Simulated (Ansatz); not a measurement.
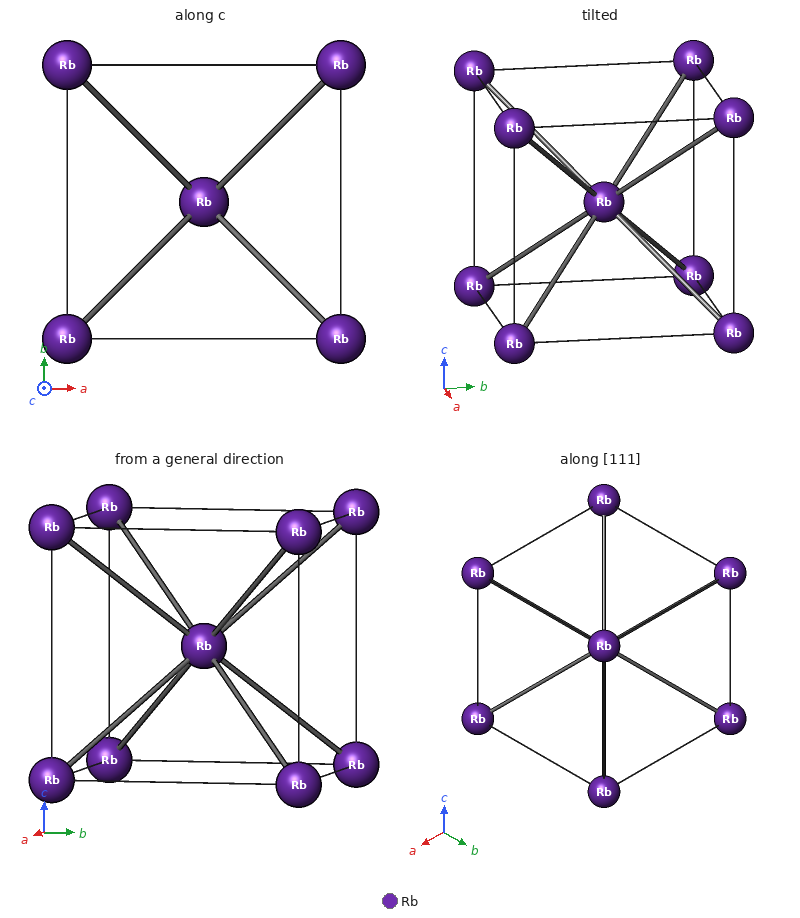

The crystal in a ball-and-stick representation, seen along the c axis, slightly off an axis, from a general direction and along [111]. Thin lines show the conventional unit cell, with boundary atoms drawn in all their periodic places.

Q: How many atoms count towards one cell?

A: 2 (rubidium), counting shared atoms by their share.

Q: Lattice type?

A: Body-centred cubic.

Q: Which space group does it belong to?

A: Im-3m (No. 229), with Rb on 2a.

Q: Which known structure type is this?

A: Body-centred cubic (W type).

Q: Which atoms are bonded to Rb?

A: Each Rb has eight Rb in a cubic arrangement.

Q: Describe the bonded network.

A: The bonds build a three-dimensional framework.

Source of the structure: the standard structure of this element. Earlier steps of the study may have refined or changed the cell and positions. A calculation with Ansatz used it as input.
